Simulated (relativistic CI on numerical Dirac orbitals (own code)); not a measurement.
**Ba³⁺: one ion under different settings**

How much do the settings matter for Ba³⁺? One ion, several inputs.

The numbers are computed with relativistic CI on numerical Dirac orbitals (own code) version 3 (Dirac-Coulomb-Breit CI, KLI orbitals optimised for each configuration, model QED (radiative potential, 1s self-energy scaled to tabulated hydrogen-like ionisation energies), numerical settings as typed), except any that are marked as measured or tabulated.

## (1) Starting point

```
ion            : Ba³⁺ (Ba IV)
nuclear charge : 56
electrons      : 53
isotope        : A = 138
```

## (2) A try

The run's settings:

```ini
atom Ba  Z=56  charge=3  electrons=53
nucleus A=138  rms_radius_fm=4.8378
hamiltonian dirac-coulomb  breit=on  qed=on  c_scale=1
orbitals kli  potential=per-configuration
slater_scale 1
correlation none
mixing on
grid step=0.0125 r_max=50.3
scf mixing=0.4 start=green max_iterations=2 tolerance=2e-08 node_fill=0.05
configurations
  [Kr] 4d10 5s2 5p5
  [Kr] 4d10 5s 5p6
  [Kr] 4d10 5s2 5p4 5d
end
```

Run with:

```sh
$ python run_levels.py task.json out
```

The settings of every run stand in task.json; they run in order.

Main fields of the result record, rounded:

```text
{
  "status": "not_converged",
  "warnings": ["SCF of 1s2 2s2 2p6 3s2 3p6 3d10 4s2 4p6 4d10 5s2 5p5 did not converge"],
  "scf_steps of the first configuration [iteration, E_Ha, residual, outer_eigenvalue_Ha]": [
    [1, -8116.515995, 2.05, -2.433],
    [2, -8131.523506, 0.809, -1.888]
  ]
}
```

Run time: 0.026 s. Hardware: 1 thread, shared host.

What went wrong: the run ended without a result. The SCF ran into its iteration limit before the residual met the tolerance. The input had iteration limit 2. The cure is to restore the usual settings of the SCF.

## (3) The mended input

The settings differ from step 2 so:

```diff
@@ -8,3 +8,3 @@
 grid step=0.0125 r_max=50.3
-scf mixing=0.4 start=green max_iterations=2 tolerance=2e-08 node_fill=0.05
+scf mixing=0.4 start=green max_iterations=150 tolerance=2e-08 node_fill=0.05
 configurations
```

Result record:

```text
{
  "status": "converged",
  "levels [i, E_cm, J2, conf, term, w_term, w_jj]": [
    [0, 0, 3, "5s2 5p5", "2P*", 1, 1],
    [1, 17898.437, 1, "5s2 5p5", "2P*", 1, 1],
    [2, 119563.82, 1, "5s 5p6", "2S", 0.6071, 0.6071],
    [3, 138861.05, 5, "5s2 5p4 5d", "4D", 0.8161, 0.6034],
    [4, 139312.86, 7, "5s2 5p4 5d", "4D", 0.8369, 0.6699],
    [5, 139869.53, 3, "5s2 5p4 5d", "4D", 0.7462, 0.8065],
    [6, 141945.42, 1, "5s2 5p4 5d", "4D", 0.6558, 0.4542],
    [7, 147075.27, 9, "5s2 5p4 5d", "4F", 0.8634, 0.9449],
    [8, 151399.34, 7, "5s2 5p4 5d", "4F", 0.4347, 0.7685],
    [9, 155884.15, 1, "5s2 5p4 5d", "2P", 0.6496, 0.7148],
    [10, 156540.45, 3, "5s2 5p4 5d", "2D", 0.4064, 0.5105],
    [11, 157539.08, 1, "5s2 5p4 5d", "4P", 0.8796, 0.3716],
    [12, 158912.31, 5, "5s2 5p4 5d", "4F", 0.8737, 0.5592],
    [13, 160287.72, 3, "5s2 5p4 5d", "4F", 0.6846, 0.6078],
    "... 16 more rows left out ..."
  ],
  "total_energy [Ha]": -8122.9356712,
  "n_levels_all": 31,
  "overlap": 1.06044e-11,
  "scf_iterations": [11, 11, 11],
  "orbital_energies [Ha]": {"1s": -1367.95, "2s": -217.157, "2p1/2": -204.552, "2p3/2": -190.563, "3s": -46.8522, "3p1/2": -41.5817, "3p3/2": -38.8673, "3d3/2": -29.6523, "3d5/2": -29.0745, "4s": -10.069, "4p1/2": -8.15292, "4p3/2": -7.59381, "4d3/2": -4.4658, "4d5/2": -4.3708, "5s": -2.30437, "5p1/2": -1.79292, "5p3/2": -1.71095},
  "configurations [conf, odd, states, E_av_Ha, breit_Ha, qed_Ha]": [
    ["5s2 5p5", 1, 6, -8133.816646, 6.545, 4.363],
    ["5s 5p6", 0, 2, -8133.119388, 6.546, 4.361],
    ["5s2 5p4 5d", 0, 150, -8133.06677, 6.544, 4.363]
  ],
  "scf_steps of the first configuration [iteration, E_Ha, residual, outer_eigenvalue_Ha]": [
    [1, -8116.515995, 2.05, -2.433],
    [2, -8131.523506, 0.809, -1.888],
    [3, -8133.737572, 0.157, -1.691],
    [4, -8133.811822, 0.0492, -1.73],
    [5, -8133.816871, 0.0132, -1.716],
    [6, -8133.816411, 0.00347, -1.709],
    [7, -8133.816668, 0.000374, -1.711],
    [8, -8133.81665, 9.51e-05, -1.711],
    [9, -8133.816646, 1.4e-06, -1.711],
    [10, -8133.816646, 5.44e-07, -1.711],
    [11, -8133.816646, 2.65e-09, -1.711]
  ]
}
```

Wall time 0.42 s (1 thread, shared host).

## (4) Potential mixing 0.9, QED terms off

The run's settings:

```ini
atom Ba  Z=56  charge=3  electrons=53
nucleus A=138  rms_radius_fm=4.8378
hamiltonian dirac-coulomb  breit=on  qed=off  c_scale=1
orbitals kli  potential=per-configuration
slater_scale 1
correlation none
mixing on
grid step=0.0125 r_max=50.3
scf mixing=0.9 start=green max_iterations=150 tolerance=2e-08 node_fill=0.05
configurations
  [Kr] 4d10 5s2 5p5
  [Kr] 4d10 5s 5p6
  [Kr] 4d10 5s2 5p4 5d
end
```

Result record:

```text
{
  "status": "converged",
  "levels [i, E_cm, J2, conf, term, w_term]": [
    [0, 0, 3, "5s2 5p5", "2P*", 1],
    [1, 17870.723, 1, "5s2 5p5", "2P*", 1],
    [2, 119790.7, 1, "5s 5p6", "2S", 0.6051],
    [3, 138867.3, 5, "5s2 5p4 5d", "4D", 0.8164],
    [4, 139315.71, 7, "5s2 5p4 5d", "4D", 0.8372],
    [5, 139876.68, 3, "5s2 5p4 5d", "4D", 0.7466],
    [6, 141950.06, 1, "5s2 5p4 5d", "4D", 0.6566],
    [7, 147081.47, 9, "5s2 5p4 5d", "4F", 0.8636],
    "... 22 more rows left out ..."
  ],
  "total_energy [Ha]": -8127.2983234,
  "n_levels_all": 31,
  "overlap": 1.06015e-11,
  "scf_iterations": [9, 9, 9],
  "orbital_energies [Ha]": {"1s": -1367.95, "2s": -217.157, "2p1/2": -204.552, "2p3/2": -190.563, "3s": -46.8522, "3p1/2": -41.5817, "3p3/2": -38.8673, "3d3/2": -29.6523, "3d5/2": -29.0745, "4s": -10.069, "4p1/2": -8.15292, "4p3/2": -7.59381, "4d3/2": -4.4658, "4d5/2": -4.3708, "5s": -2.30437, "5p1/2": -1.79292, "5p3/2": -1.71095},
  "configurations [conf, odd, states, E_av_Ha, breit_Ha, qed_Ha]": [
    ["5s2 5p5", 1, 6, -8133.816646, 6.545, 0],
    ["5s 5p6", 0, 2, -8133.119388, 6.546, 0],
    ["5s2 5p4 5d", 0, 150, -8133.06677, 6.544, 0]
  ],
  "scf_steps of the first configuration [iteration, E_Ha, residual, outer_eigenvalue_Ha]": [
    [1, -8116.515995, 2.05, -2.433],
    [2, -8128.053604, 1.37, -1.417],
    [3, -8133.795636, 0.0933, -1.774],
    [4, -8133.81619, 0.0223, -1.719],
    [5, -8133.816652, 0.000446, -1.711],
    [6, -8133.81664, 0.000115, -1.711],
    [7, -8133.816646, 7.93e-06, -1.711],
    [8, -8133.816646, 2.1e-07, -1.711],
    [9, -8133.816646, 1.06e-08, -1.711]
  ]
}
```

It took 0.34 s on 1 thread, shared host.

## (5) Tolerance 1e-06

The run's settings:

```ini
atom Ba  Z=56  charge=3  electrons=53
nucleus A=138  rms_radius_fm=4.8378
hamiltonian dirac-coulomb  breit=on  qed=on  c_scale=1
orbitals kli  potential=per-configuration
slater_scale 1
correlation none
mixing on
grid step=0.0125 r_max=50.3
scf mixing=0.4 start=green max_iterations=150 tolerance=1e-06 node_fill=0.05
configurations
  [Kr] 4d10 5s2 5p5
  [Kr] 4d10 5s 5p6
  [Kr] 4d10 5s2 5p4 5d
end
```

Result record:

```text
{
  "status": "converged",
  "levels [i, E_cm, J2, conf, term, w_term]": [
    [0, 0, 3, "5s2 5p5", "2P*", 1],
    [1, 17898.441, 1, "5s2 5p5", "2P*", 1],
    [2, 119563.82, 1, "5s 5p6", "2S", 0.6071],
    [3, 138861.06, 5, "5s2 5p4 5d", "4D", 0.8161],
    [4, 139312.86, 7, "5s2 5p4 5d", "4D", 0.8369],
    [5, 139869.53, 3, "5s2 5p4 5d", "4D", 0.7462],
    [6, 141945.43, 1, "5s2 5p4 5d", "4D", 0.6558],
    [7, 147075.27, 9, "5s2 5p4 5d", "4F", 0.8634],
    "... 22 more rows left out ..."
  ],
  "total_energy [Ha]": -8122.9356712,
  "n_levels_all": 31,
  "overlap": 1.06045e-11,
  "scf_iterations": [10, 10, 11],
  "orbital_energies [Ha]": {"1s": -1367.95, "2s": -217.157, "2p1/2": -204.552, "2p3/2": -190.563, "3s": -46.8522, "3p1/2": -41.5817, "3p3/2": -38.8673, "3d3/2": -29.6523, "3d5/2": -29.0745, "4s": -10.069, "4p1/2": -8.15292, "4p3/2": -7.5938, "4d3/2": -4.4658, "4d5/2": -4.3708, "5s": -2.30437, "5p1/2": -1.79292, "5p3/2": -1.71095},
  "configurations [conf, odd, states, E_av_Ha, breit_Ha, qed_Ha]": [
    ["5s2 5p5", 1, 6, -8133.816646, 6.545, 4.363],
    ["5s 5p6", 0, 2, -8133.119388, 6.546, 4.361],
    ["5s2 5p4 5d", 0, 150, -8133.06677, 6.544, 4.363]
  ],
  "scf_steps of the first configuration [iteration, E_Ha, residual, outer_eigenvalue_Ha]": [
    [1, -8116.515995, 2.05, -2.433],
    [2, -8131.523506, 0.809, -1.888],
    [3, -8133.737572, 0.157, -1.691],
    [4, -8133.811822, 0.0492, -1.73],
    [5, -8133.816871, 0.0132, -1.716],
    [6, -8133.816411, 0.00347, -1.709],
    [7, -8133.816668, 0.000374, -1.711],
    [8, -8133.81665, 9.51e-05, -1.711],
    [9, -8133.816646, 1.4e-06, -1.711],
    [10, -8133.816646, 5.44e-07, -1.711]
  ]
}
```

It took 0.41 s on 1 thread, shared host.

## (6) QED terms off, potential mixing 0.1

The run's settings:

```ini
atom Ba  Z=56  charge=3  electrons=53
nucleus A=138  rms_radius_fm=4.8378
hamiltonian dirac-coulomb  breit=on  qed=off  c_scale=1
orbitals kli  potential=per-configuration
slater_scale 1
correlation none
mixing on
grid step=0.0125 r_max=50.3
scf mixing=0.1 start=green max_iterations=150 tolerance=2e-08 node_fill=0.05
configurations
  [Kr] 4d10 5s2 5p5
  [Kr] 4d10 5s 5p6
  [Kr] 4d10 5s2 5p4 5d
end
```

Result record:

```text
{
  "status": "converged",
  "levels [i, E_cm, J2, conf, term, w_term]": [
    [0, 0, 3, "5s2 5p5", "2P*", 1],
    [1, 17870.723, 1, "5s2 5p5", "2P*", 1],
    [2, 119790.7, 1, "5s 5p6", "2S", 0.6051],
    [3, 138867.3, 5, "5s2 5p4 5d", "4D", 0.8164],
    [4, 139315.71, 7, "5s2 5p4 5d", "4D", 0.8372],
    [5, 139876.68, 3, "5s2 5p4 5d", "4D", 0.7466],
    [6, 141950.06, 1, "5s2 5p4 5d", "4D", 0.6566],
    [7, 147081.47, 9, "5s2 5p4 5d", "4F", 0.8636],
    "... 22 more rows left out ..."
  ],
  "total_energy [Ha]": -8127.2983234,
  "n_levels_all": 31,
  "overlap": 1.06016e-11,
  "scf_iterations": [13, 13, 16],
  "orbital_energies [Ha]": {"1s": -1367.95, "2s": -217.157, "2p1/2": -204.552, "2p3/2": -190.563, "3s": -46.8522, "3p1/2": -41.5817, "3p3/2": -38.8673, "3d3/2": -29.6523, "3d5/2": -29.0745, "4s": -10.069, "4p1/2": -8.15292, "4p3/2": -7.59381, "4d3/2": -4.4658, "4d5/2": -4.3708, "5s": -2.30437, "5p1/2": -1.79292, "5p3/2": -1.71095},
  "configurations [conf, odd, states, E_av_Ha, breit_Ha, qed_Ha]": [
    ["5s2 5p5", 1, 6, -8133.816646, 6.545, 0],
    ["5s 5p6", 0, 2, -8133.119388, 6.546, 0],
    ["5s2 5p4 5d", 0, 150, -8133.06677, 6.544, 0]
  ],
  "scf_steps of the first configuration [iteration, E_Ha, residual, outer_eigenvalue_Ha]": [
    [1, -8116.515995, 2.05, -2.433],
    [2, -8121.511794, 1.72, -2.282],
    [3, -8133.594162, 0.226, -1.67],
    [4, -8133.540415, 0.213, -1.653],
    [5, -8133.81489, 0.0352, -1.726],
    [6, -8133.816201, 0.0242, -1.721],
    [7, -8133.816188, 0.00622, -1.707],
    [8, -8133.816541, 0.00164, -1.71],
    [9, -8133.816657, 0.000267, -1.711],
    [10, -8133.816648, 4e-05, -1.711],
    [11, -8133.816646, 8.96e-07, -1.711],
    [12, -8133.816646, 3.22e-07, -1.711],
    [13, -8133.816646, 9.05e-09, -1.711]
  ]
}
```

Wall time 0.43 s (1 thread, shared host).

## (7) QED terms off

The settings differ from step 6 so:

```diff
@@ -8,3 +8,3 @@
 grid step=0.0125 r_max=50.3
-scf mixing=0.1 start=green max_iterations=150 tolerance=2e-08 node_fill=0.05
+scf mixing=0.4 start=green max_iterations=150 tolerance=2e-08 node_fill=0.05
 configurations
```

Result record:

```text
{
  "status": "converged",
  "levels [i, E_cm, J2, conf, term, w_term]": [
    [0, 0, 3, "5s2 5p5", "2P*", 1],
    [1, 17870.723, 1, "5s2 5p5", "2P*", 1],
    [2, 119790.7, 1, "5s 5p6", "2S", 0.6051],
    [3, 138867.3, 5, "5s2 5p4 5d", "4D", 0.8164],
    [4, 139315.71, 7, "5s2 5p4 5d", "4D", 0.8372],
    [5, 139876.68, 3, "5s2 5p4 5d", "4D", 0.7466],
    [6, 141950.06, 1, "5s2 5p4 5d", "4D", 0.6566],
    [7, 147081.47, 9, "5s2 5p4 5d", "4F", 0.8636],
    "... 22 more rows left out ..."
  ],
  "total_energy [Ha]": -8127.2983234,
  "n_levels_all": 31,
  "overlap": 1.06044e-11,
  "scf_iterations": [11, 11, 11],
  "orbital_energies [Ha]": {"1s": -1367.95, "2s": -217.157, "2p1/2": -204.552, "2p3/2": -190.563, "3s": -46.8522, "3p1/2": -41.5817, "3p3/2": -38.8673, "3d3/2": -29.6523, "3d5/2": -29.0745, "4s": -10.069, "4p1/2": -8.15292, "4p3/2": -7.59381, "4d3/2": -4.4658, "4d5/2": -4.3708, "5s": -2.30437, "5p1/2": -1.79292, "5p3/2": -1.71095},
  "configurations [conf, odd, states, E_av_Ha, breit_Ha, qed_Ha]": [
    ["5s2 5p5", 1, 6, -8133.816646, 6.545, 0],
    ["5s 5p6", 0, 2, -8133.119388, 6.546, 0],
    ["5s2 5p4 5d", 0, 150, -8133.06677, 6.544, 0]
  ],
  "scf_steps of the first configuration [iteration, E_Ha, residual, outer_eigenvalue_Ha]": [
    [1, -8116.515995, 2.05, -2.433],
    [2, -8131.523506, 0.809, -1.888],
    [3, -8133.737572, 0.157, -1.691],
    [4, -8133.811822, 0.0492, -1.73],
    [5, -8133.816871, 0.0132, -1.716],
    [6, -8133.816411, 0.00347, -1.709],
    [7, -8133.816668, 0.000374, -1.711],
    [8, -8133.81665, 9.51e-05, -1.711],
    [9, -8133.816646, 1.4e-06, -1.711],
    [10, -8133.816646, 5.44e-07, -1.711],
    [11, -8133.816646, 2.65e-09, -1.711]
  ]
}
```

Run time: 0.36 s. Hardware: 1 thread, shared host.

## (8) Slater scale 5

The run's settings:

```ini
atom Ba  Z=56  charge=3  electrons=53
nucleus A=138  rms_radius_fm=4.8378
hamiltonian dirac-coulomb  breit=on  qed=on  c_scale=1
orbitals kli  potential=per-configuration
slater_scale 5
correlation none
mixing on
grid step=0.0125 r_max=50.3
scf mixing=0.4 start=green max_iterations=98 tolerance=2e-08 node_fill=0.05
configurations
  [Kr] 4d10 5s2 5p5
  [Kr] 4d10 5s 5p6
  [Kr] 4d10 5s2 5p4 5d
end
```

Result record:

```text
{
  "status": "converged",
  "levels [i, E_cm, J2, conf, term, w_term]": [
    [0, 0, 1, "5s 5p6", "2S", 0.581],
    [1, 51744.907, 3, "5s2 5p5", "2P*", 1],
    [2, 70222.636, 1, "5s2 5p5", "2P*", 1],
    [3, 91953.773, 7, "5s2 5p4 5d", "4D", 0.9886],
    [4, 92455.601, 5, "5s2 5p4 5d", "4D", 0.9819],
    [5, 93739.364, 3, "5s2 5p4 5d", "4D", 0.9845],
    [6, 95019.312, 1, "5s2 5p4 5d", "4D", 0.9913],
    [7, 144727.7, 9, "5s2 5p4 5d", "4F", 0.9845],
    "... 22 more rows left out ..."
  ],
  "total_energy [Ha]": -8123.1723191,
  "n_levels_all": 31,
  "overlap": 1.06044e-11,
  "scf_iterations": [11, 11, 11],
  "orbital_energies [Ha]": {"1s": -1367.95, "2s": -217.157, "2p1/2": -204.552, "2p3/2": -190.563, "3s": -46.8522, "3p1/2": -41.5817, "3p3/2": -38.8673, "3d3/2": -29.6523, "3d5/2": -29.0745, "4s": -10.069, "4p1/2": -8.15292, "4p3/2": -7.59381, "4d3/2": -4.4658, "4d5/2": -4.3708, "5s": -2.30437, "5p1/2": -1.79292, "5p3/2": -1.71095},
  "configurations [conf, odd, states, E_av_Ha, breit_Ha, qed_Ha]": [
    ["5s2 5p5", 1, 6, -8133.816646, 6.545, 4.363],
    ["5s 5p6", 0, 2, -8133.119388, 6.546, 4.361],
    ["5s2 5p4 5d", 0, 150, -8133.06677, 6.544, 4.363]
  ],
  "scf_steps of the first configuration [iteration, E_Ha, residual, outer_eigenvalue_Ha]": [
    [1, -8116.515995, 2.05, -2.433],
    [2, -8131.523506, 0.809, -1.888],
    [3, -8133.737572, 0.157, -1.691],
    [4, -8133.811822, 0.0492, -1.73],
    [5, -8133.816871, 0.0132, -1.716],
    [6, -8133.816411, 0.00347, -1.709],
    [7, -8133.816668, 0.000374, -1.711],
    [8, -8133.81665, 9.51e-05, -1.711],
    [9, -8133.816646, 1.4e-06, -1.711],
    [10, -8133.816646, 5.44e-07, -1.711],
    [11, -8133.816646, 2.65e-09, -1.711]
  ]
}
```

It took 0.43 s on 1 thread, shared host.

A bad setting: its result is shown only for the comparison.

## (9) Comparison

| setting | total energy less usual (Ha) | largest shift of a level among the lowest eight of both runs, same label and place (cm⁻¹) | SCF iterations | time | lowest level | kind of change |
| --- | --- | --- | --- | --- | --- | --- |
| usual | 0 | 0 | 33 | 0.42 s | 5p5 2P°3/2 | - |
| potential mixing 0.9, QED terms off | -4.36 | 227 | 27 | 0.34 s | 5p5 2P°3/2 | model term |
| tolerance 1e-06 | 0 | 0.00570 | 31 | 0.41 s | 5p5 2P°3/2 | numerical |
| QED terms off, potential mixing 0.1 | -4.36 | 227 | 42 | 0.43 s | 5p5 2P°3/2 | model term |
| QED terms off | -4.36 | 227 | 33 | 0.36 s | 5p5 2P°3/2 | model term |
| Slater scale 5 | -0.237 | 171000 | 33 | 0.43 s | 5s 5p6 2S1/2 | unsound |

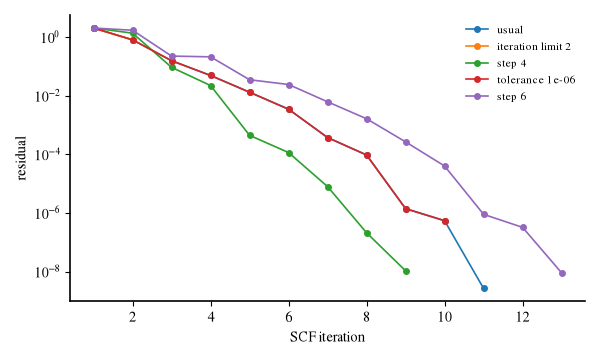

Residual of the first configuration's SCF.

## (10) What came out

```
                    quantity          value
lowest level, usual settings     5p5 2P°3/2
                total energy  -8122.9357 Ha
            first excitation   17898.4 cm⁻¹
       runs without a result              1
```

What this shows: The lowest level changes under «Slater scale 5». Among the runs whose levels can be followed, they move most under «Slater scale 5» (unsound), by up to 171000 cm⁻¹. No visible change in the result comes from «tolerance 1e-06». Only the listed configurations are in the model. In a near-neutral ion this small CI can misplace whole configurations by 10,000 cm⁻¹ or more.
